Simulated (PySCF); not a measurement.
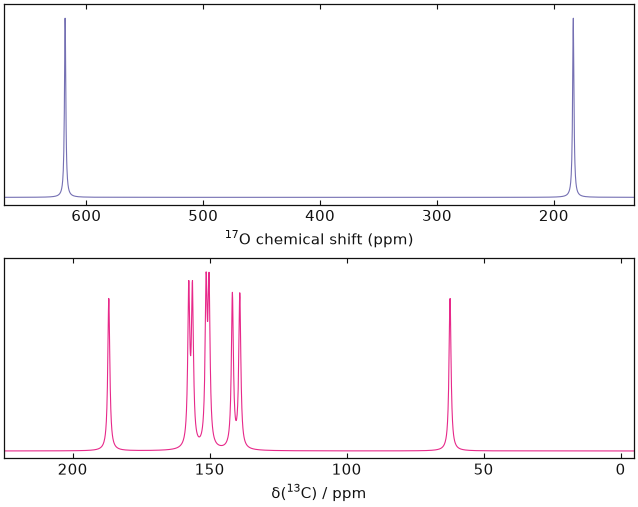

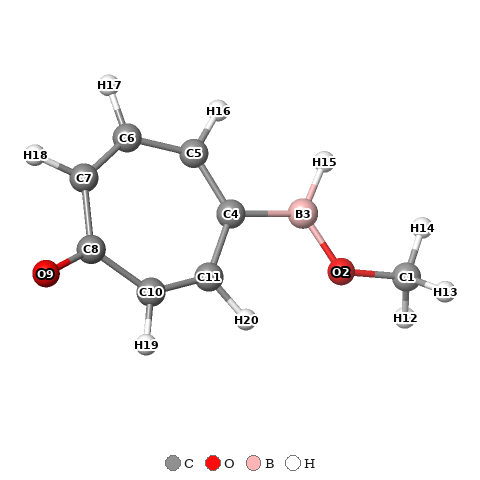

Spectrum and numbered structure of C₈H₉BO₂, SMILES COBc1cccc(=O)cc1. GIAO shifts, PBE0/pcSseg-1, PySCF 2.14.0, at a PBE0-D3(BJ)/def2-SVP geometry (no frequency check), against H₂O for ¹⁷O and TMS for ¹³C computed at the same level (¹⁷O: a single water molecule, while the usual scale starts at liquid water and gives values some tens of ppm lower). Gas phase, fully decoupled, line heights follow the number of nuclei, widths are arbitrary (no quadrupolar broadening); values of one conformer, averaged over methyl-type rotors and exact or near symmetry; other conformers aren't averaged in.

Assign the ¹⁷O signals to the numbered atoms.

| δ (ppm) | nuclei | atoms |
| --- | --- | --- |
| 618.1 | 1 | O9 |
| 183.3 | 1 | O2 |

Assign the ¹³C signals to the numbered atoms.

```csv
δ (ppm),nuclei,atoms
186.8,1,C8
157.6,1,C5
156.3,1,C7
151.3,1,C10
150.2,1,C4
141.7,1,C11
139.0,1,C6
62.2,1,C1
```

The order of signals that lie close, as those under 2 ppm apart, is within the error of the method.
